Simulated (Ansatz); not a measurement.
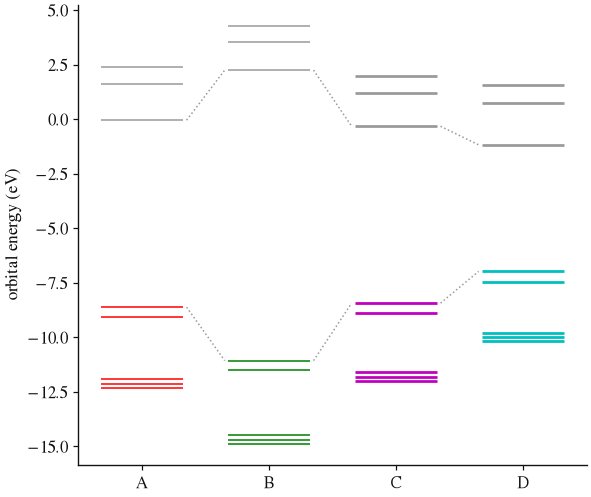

Frontier orbital energies of C₃H₂F₄, SMILES F[C@H]1[C@@H](F)C1(F)F at one geometry, def2-TZVPP, the Ansatz code 0.2.0, at a PBE0-D4/def2-TZVP geometry (no frequency check). Empty levels are grey, levels within 0.1 eV stand side by side; all columns show the same few orbitals around the gap. Dotted lines join the HOMOs and the LUMOs.

**The columns come from B3LYP, PBE, PBE0 and ωB97X-V. Which is which?**

A: PBE0 (HOMO −8.62, LUMO −0.04, separation 8.57 eV)
B: ωB97X-V (HOMO −11.07, LUMO 2.25, separation 13.31 eV)
C: B3LYP (HOMO −8.43, LUMO −0.33, separation 8.11 eV)
D: PBE (HOMO −6.97, LUMO −1.18, separation 5.80 eV)

Caveats, for all or some of the runs: empty levels above zero depend strongly on the basis.
